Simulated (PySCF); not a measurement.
# NBrO (SMILES O=NBr) at wB97X-V/STO-3G

Aim: the vertical ionisation energy of NBrO at wB97X-V/STO-3G, from 2 runs. Input form: a Python script.

The results are computed with PySCF 2.14.0.

6 further runs of the same task are left out: 6 set aside as unsound or not needed.

**1. Starting point**

NBrO: 3 atoms, total charge 0, spin state singlet. SMILES: `O=NBr`. The shape is that of a PBE0-D4/def2-TZVP optimisation.

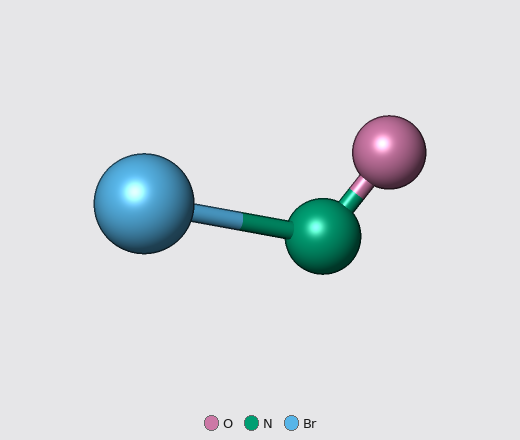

Viewed from a chosen angle; oxygen pink, nitrogen teal, bromine blue.

**2. A single-point energy at wB97X-V/STO-3G**

input.xyz reads:

```xyz
3

O      0.941780    -0.646800     0.448530
N     -0.044940    -0.636480    -0.092930
Br    -0.896840     1.283280    -0.355590
```

run.py reads:

```python
# nitrosyl bromide
from pyscf import gto, dft

mol = gto.M(
    atom='input.xyz',
    max_memory=1860,
    basis='sto-3g',
    verbose=4,
)

calc0 = dft.RKS(mol)
calc0.xc = 'wb97x-v'
calc0.conv_tol = 1e-10
calc0.nlcgrids.level = 1
calc0.grids.level = 5
calc0.kernel()
if not calc0.converged:
    calc0 = calc0.newton().run(calc0.mo_coeff, calc0.mo_occ)

e_final = calc0.e_tot
print('E(%s) = %.9f' % ('WB97X-V', e_final))
```

On the command line:

```bash
$ OMP_NUM_THREADS=1 python run.py
```

Standard output:

```text
PySCF version 2.14.0

[INPUT] num. atoms = 3
[INPUT] num. electrons = 50
[INPUT] charge = 0
[INPUT] spin (= nelec alpha-beta = 2S) = 0
[INPUT] symmetry False subgroup None
[INPUT] Mole.unit = angstrom
[INPUT] Symbol           X                Y                Z      unit          X                Y                Z       unit  Magmom
[INPUT]  1 O      0.941780000000  -0.646800000000   0.448530000000 AA    1.779706269593  -1.222274857369   0.847598858651 Bohr   0.0
[INPUT]  2 N     -0.044940000000  -0.636480000000  -0.092930000000 AA   -0.084924292038  -1.202772883763  -0.175612248756 Bohr   0.0
[INPUT]  3 Br    -0.896840000000   1.283280000000  -0.355590000000 AA   -1.694781977555   2.425047741132  -0.671967712634 Bohr   0.0

nuclear repulsion = 140.795785586863
number of shells = 14
number of NR pGTOs = 84
number of NR cGTOs = 28
basis = sto-3g
ecp = {}

******** <class 'pyscf.dft.rks.RKS'> ********
method = RKS
initial guess = minao
damping factor = 0
level_shift factor = 0
DIIS = <class 'pyscf.scf.diis.CDIIS'>
diis_start_cycle = 1
diis_space = 8
diis_damp = 0
SCF conv_tol = 1e-10
SCF conv_tol_grad = None
SCF max_cycles = 50
direct_scf = True
direct_scf_tol = 1e-13
XC library pyscf.dft.libxc version 7.0.0
    S. Lehtola, C. Steigemann, M. J.T. Oliveira, and M. A.L. Marques.,  SoftwareX 7, 1–5 (2018)
XC functionals = wb97x-v
    N. Mardirossian and M. Head-Gordon.,  Phys. Chem. Chem. Phys. 16, 9904-9924 (2014)
radial grids:
    Treutler-Ahlrichs [JCP 102, 346 (1995); DOI:10.1063/1.469408] (M4) radial grids

becke partition: Becke, JCP 88, 2547 (1988); DOI:10.1063/1.454033
pruning grids: <function nwchem_prune>
grids dens level: 5
symmetrized grids: False
atomic radii adjust function: <function treutler_atomic_radii_adjust>
** Following is NLC and NLC Grids **
NLC functional = wb97x-v
radial grids:
    Treutler-Ahlrichs [JCP 102, 346 (1995); DOI:10.1063/1.469408] (M4) radial grids

becke partition: Becke, JCP 88, 2547 (1988); DOI:10.1063/1.454033
pruning grids: <function nwchem_prune>
grids dens level: 1
symmetrized grids: False
atomic radii adjust function: <function treutler_atomic_radii_adjust>
small_rho_cutoff = 0
Set gradient conv threshold to 1e-05
Initial guess from minao.
tot grids = 129832
tot grids = 17632
init E= -2670.67354867149
  HOMO = -0.421637178077561  LUMO = -0.132596664740922  gap/eV = 7.86519
cycle= 1 E= -2673.73730777194  delta_E= -3.06  |g|= 0.423  |ddm|= 2.71
  HOMO = -0.126646895598144  LUMO = -0.0967679184435838  gap/eV = 0.81305
cycle= 2 E= -2672.90691330223  delta_E= 0.83  |g|= 1.46  |ddm|= 3.55
  HOMO = -0.214625039665445  LUMO = -0.016057383548015  gap/eV = 5.40330
cycle= 3 E= -2673.91566445997  delta_E= -1.01  |g|=  0.2  |ddm|= 2.47
  HOMO = -0.239350595864903  LUMO = 0.0227559223691555  gap/eV = 7.13228
cycle= 4 E= -2673.92494093041  delta_E= -0.00928  |g|= 0.0834  |ddm|= 0.283
  HOMO = -0.264120722318848  LUMO = 0.0702129361925333  gap/eV = 9.09768
cycle= 5 E= -2673.9286562629  delta_E= -0.00372  |g|= 0.0173  |ddm|= 0.17
  HOMO = -0.264222333692555  LUMO = 0.0667776521773924  gap/eV = 9.00697
cycle= 6 E= -2673.92953125997  delta_E= -0.000875  |g|= 0.00631  |ddm|= 0.139
  HOMO = -0.26392217474559  LUMO = 0.0674354132468158  gap/eV = 9.01670
cycle= 7 E= -2673.92966380626  delta_E= -0.000133  |g|= 0.00132  |ddm|= 0.0678
  HOMO = -0.263877098648727  LUMO = 0.0672669003234853  gap/eV = 9.01089
cycle= 8 E= -2673.92966730197  delta_E= -3.5e-06  |g|= 0.000246  |ddm|= 0.0088
  HOMO = -0.263846722426126  LUMO = 0.067145066612755  gap/eV = 9.00675
cycle= 9 E= -2673.9296674872  delta_E= -1.85e-07  |g|= 4.35e-05  |ddm|= 0.00334
  HOMO = -0.263844333929632  LUMO = 0.0671545198541933  gap/eV = 9.00694
cycle= 10 E= -2673.9296674925  delta_E= -5.3e-09  |g|= 9.11e-06  |ddm|= 0.000598
  HOMO = -0.263844509589102  LUMO = 0.067153320484357  gap/eV = 9.00691
cycle= 11 E= -2673.92966749277  delta_E= -2.7e-10  |g|= 1.57e-06  |ddm|= 0.000106
  HOMO = -0.263844539049595  LUMO = 0.0671532608527938  gap/eV = 9.00691
cycle= 12 E= -2673.92966749277  delta_E= -1.82e-12  |g|= 3.04e-07  |ddm|= 6.55e-06
  HOMO = -0.263844531450946  LUMO = 0.0671532935214985  gap/eV = 9.00691
Extra cycle  E= -2673.92966749277  delta_E=    0  |g|= 1.92e-07  |ddm|= 1.39e-06
converged SCF energy = -2673.92966749277
E(WB97X-V) = -2673.929667493
```

Run time: 15 s. Hardware: 1 thread of Arm Neoverse V2, shared host; peak memory 0.23 GiB.

**3. The doublet cation**

calc.py reads:

```python
from pyscf import gto, dft

mol = gto.M(
    atom='''
O        0.941780      -0.646800       0.448530
N       -0.044940      -0.636480      -0.092930
Br      -0.896840       1.283280      -0.355590
''',
    basis='sto-3g',
    max_memory=1860,
    verbose=4,
    charge=1,
    spin=1,
)

mf = dft.UKS(mol)
mf.xc = 'wb97x-v'
mf.nlcgrids.level = 1
mf.grids.level = 5
mf.conv_tol = 1e-10
mf.kernel()
if not mf.converged:
    mf = mf.newton().run(mf.mo_coeff, mf.mo_occ)

etot = mf.e_tot
print('E = %.10f Eh' % etot)
```

On the command line:

```bash
$ OMP_NUM_THREADS=1 python calc.py
```

Standard output:

```text
PySCF version 2.14.0

[INPUT] num. atoms = 3
[INPUT] num. electrons = 49
[INPUT] charge = 1
[INPUT] spin (= nelec alpha-beta = 2S) = 1
[INPUT] symmetry False subgroup None
[INPUT] Mole.unit = angstrom
[INPUT] Symbol           X                Y                Z      unit          X                Y                Z       unit  Magmom
[INPUT]  1 O      0.941780000000  -0.646800000000   0.448530000000 AA    1.779706269593  -1.222274857369   0.847598858651 Bohr   0.0
[INPUT]  2 N     -0.044940000000  -0.636480000000  -0.092930000000 AA   -0.084924292038  -1.202772883763  -0.175612248756 Bohr   0.0
[INPUT]  3 Br    -0.896840000000   1.283280000000  -0.355590000000 AA   -1.694781977555   2.425047741132  -0.671967712634 Bohr   0.0

nuclear repulsion = 140.795785586863
number of shells = 14
number of NR pGTOs = 84
number of NR cGTOs = 28
basis = sto-3g
ecp = {}

******** <class 'pyscf.dft.uks.UKS'> ********
method = UKS
initial guess = minao
damping factor = 0
level_shift factor = 0
DIIS = <class 'pyscf.scf.diis.CDIIS'>
diis_start_cycle = 1
diis_space = 8
diis_damp = 0
SCF conv_tol = 1e-10
SCF conv_tol_grad = None
SCF max_cycles = 50
direct_scf = True
direct_scf_tol = 1e-13
number electrons alpha = 25  beta = 24
XC library pyscf.dft.libxc version 7.0.0
    S. Lehtola, C. Steigemann, M. J.T. Oliveira, and M. A.L. Marques.,  SoftwareX 7, 1–5 (2018)
XC functionals = wb97x-v
    N. Mardirossian and M. Head-Gordon.,  Phys. Chem. Chem. Phys. 16, 9904-9924 (2014)
radial grids:
    Treutler-Ahlrichs [JCP 102, 346 (1995); DOI:10.1063/1.469408] (M4) radial grids

[... 128 lines left out ...]
converged SCF energy = -2673.62750898365  <S^2> = 0.75094265  2S+1 = 2.0009424
E = -2673.6275089837 Eh
```

Run time: 34 s. Hardware: 1 thread of Arm Neoverse V2, shared host; peak memory 0.24 GiB.

**4. Summary of results**

At wB97X-V/STO-3G:

| quantity | value |
| --- | --- |
| singlet NBrO: total energy | -2673.92967 Eh |
| singlet NBrO: dipole moment | 1.86 D |
| singlet NBrO: HOMO energy | -7.18 eV |
| singlet NBrO: LUMO energy | 1.83 eV |
| singlet NBrO: HOMO–LUMO gap | 9.01 eV |
| doublet cation: total energy | -2673.62751 Eh |
| doublet cation: HOMO energy (highest over α and β) | -16.50 eV |
| doublet cation: LUMO energy (lowest over α and β) | -9.16 eV |
| doublet cation: ⟨S²⟩ | 0.751 |
| vertical ionisation energy (to the doublet cation) | 8.222 eV |

Removing an electron at fixed nuclei costs 8.22 eV (190 kcal/mol). The negative HOMO energy of the first species, 7.18 eV, lies 1.04 eV below that difference. In a minimal basis such a difference can be off by several eV, whatever the method.
